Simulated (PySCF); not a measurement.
# C₃H₈N₂SSi: electronic excitations

Aim: predict the electronic excitations of C₃H₈N₂SSi (`C#CCS[SiH](N)N`).

Programs: PySCF 2.14.0, with density-fitted response routines of our own. Each step states its level of theory. These are calculated values for one molecule in the gas phase, unless marked as measured. Atoms are numbered from 0 throughout.

## 1. The starting structure

15 atoms, charge 0, multiplicity 1; geometry from: GFN2-xTB.

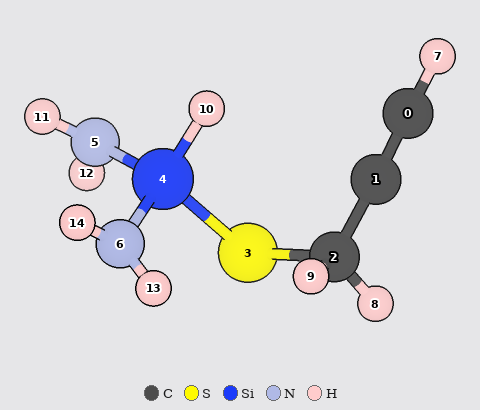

The starting geometry (carbon dark grey, sulfur yellow, silicon blue, nitrogen light blue, hydrogen pink), atoms numbered.

## 2. TDDFT and polarisability: wB97X-D/def2-SVPD

What the job is given:

```
{"job": {"kind": "uv", "xc": "wB97X-D", "basis": "def2-SVPD", "nstates": 8, "ntriplets": 3}, "charge": 0, "multiplicity": 1}
C      3.120373     0.719489     0.124218
C      2.398316    -0.206622    -0.110180
C      1.483728    -1.271049    -0.422674
S      0.052821    -0.678656    -1.421268
Si    -1.013854     0.448487     0.068729
N     -2.041408     1.492074    -0.819755
N     -1.837722    -0.717220     1.038847
H      3.774406     1.511491     0.335685
H      1.971801    -2.024189    -1.042804
H      1.100756    -1.737282     0.486210
H     -0.063278     1.287592     0.792512
H     -2.787247     1.969532    -0.345527
H     -2.317417     1.240567    -1.753810
H     -1.423291    -1.610547     1.247471
H     -2.422397    -0.415678     1.800435
```

With the program's defaults for keys left out, this is: TDDFT wB97X-D/def2-SVPD, vertical, gas phase, core orbitals frozen in the response.

The run is started by

```console
$ OMP_NUM_THREADS=1 python probes_run.py task.json out
```

This one command runs all jobs of the session in turn.

Predict these results of the whole session: lowest singlet (wB97X-D/def2-SVPD); brightest single state of those computed; lowest triplet; surface potential, least and greatest.

**Answer**, as computed:

| quantity | value |
| --- | --- |
| lowest singlet (wB97X-D/def2-SVPD) | 5.40 eV (230 nm), f = 0.002 |
| brightest single state of those computed | state 7, 6.72 eV, f = 0.048 |
| lowest triplet | 4.88 eV |
| surface potential, least and greatest | -1.32 V and 1.74 V |

**Reading.** The first singlet state (HOMO→LUMO 0.81) lies at 5.40 eV and is weak; of the 8 states computed, the strongest absorption comes from states 6 to 7 together at 6.72 eV. The lowest triplet lies 0.51 eV below the lowest singlet (triplets in Tamm-Dancoff, singlets in full TDDFT).
